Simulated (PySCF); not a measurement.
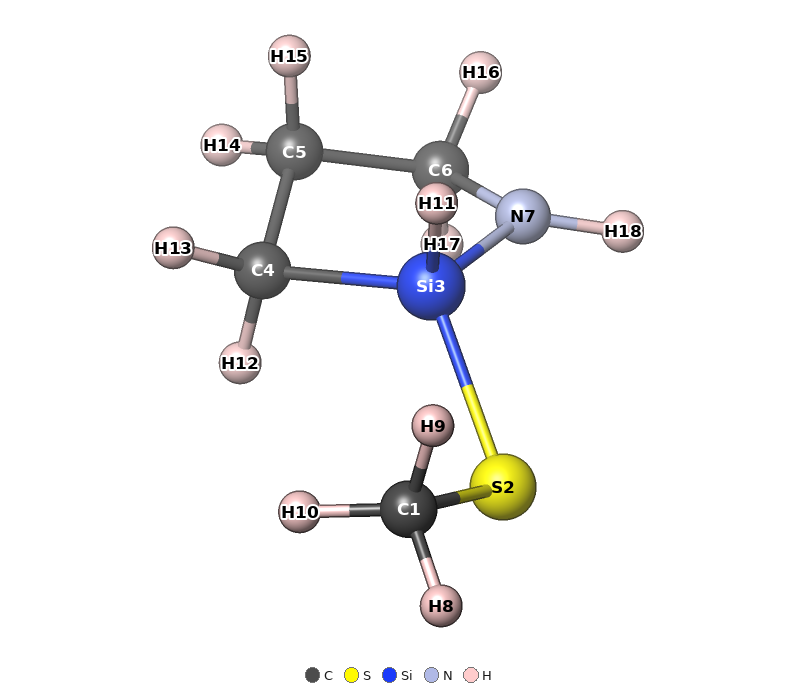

Depth is shown by fading: the farther an atom, the more it takes the colour of the background. The computed structure is the end point of a GFN2-xTB optimisation. No frequency run is at hand to confirm it as a minimum.

### What is the conformation of the ring Si3–C4–C5–C6–N7?

It is between envelope and twist. The Cremer–Pople amplitude Q is 0.41 Å.

### Give the torsion angles round the ring, beginning with the bond from its second to its third atom.

41°, −40°, 20°, 4°, −26°.
